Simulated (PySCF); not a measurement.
Input

```
{"job": {"kind": "nmr", "xc": "PBE0", "basis": "pcSseg-1"}, "charge": 0, "multiplicity": 1}
N      3.788555     1.372541    -1.741379
C      2.663379     1.291614    -1.520830
C      1.300319     1.159002    -1.220263
C      0.765616     1.951881    -0.022288
Si     0.777282     0.091555     0.294736
Si    -1.135801    -1.146845     0.088790
N     -2.444377    -0.198271     0.681502
N     -0.813701    -2.517922     1.092968
H      0.673670     1.148904    -2.104695
H     -0.162328     2.475398    -0.208115
H      1.494337     2.591671     0.456917
H      1.974824    -0.283384     1.051928
H     -1.569351    -1.482248    -1.277997
H     -2.350760     0.287840     1.557928
H     -3.389001    -0.531191     0.578345
H     -1.580662    -3.114393     1.360660
H      0.001003    -3.084121     0.921882
```

Launched as:

```sh
OMP_NUM_THREADS=1 python probes_run.py task.json out
```

Geometry: GFN2-xTB.

All numbers below come from PBE0/pcSseg-1, SCF density, gas phase, non-relativistic in PySCF.

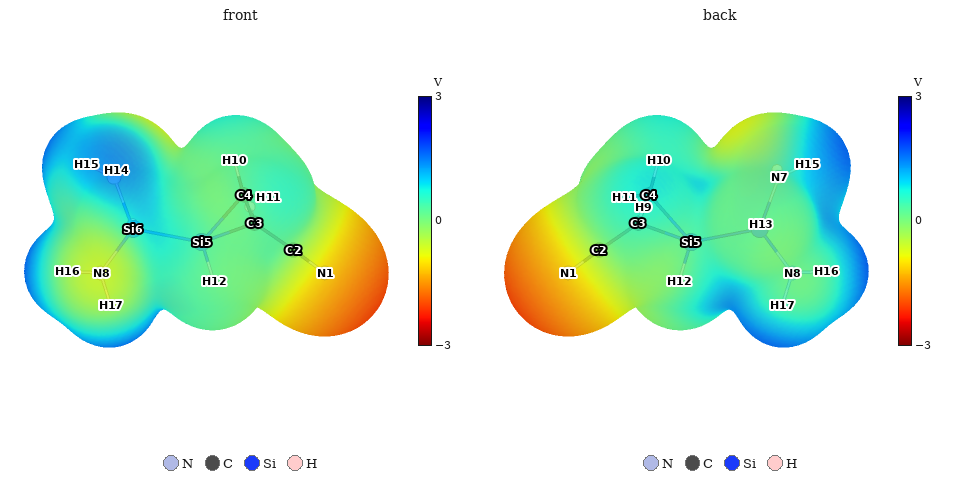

C$_{3}$H$_{9}$N$_{3}$Si$_{2}$. The molecular electrostatic potential painted on the density surface at 0.001 e/bohr³, seen from the front and from behind; the colour scale runs from red (negative) to blue (positive).

Question: Describe the electrostatic potential map.

Answer: The most negative region (about −2.0 V) lies over N1, the most positive (about +1.6 V) over H15, H16 and H17. N1 is the likeliest acceptor of a hydrogen bond.
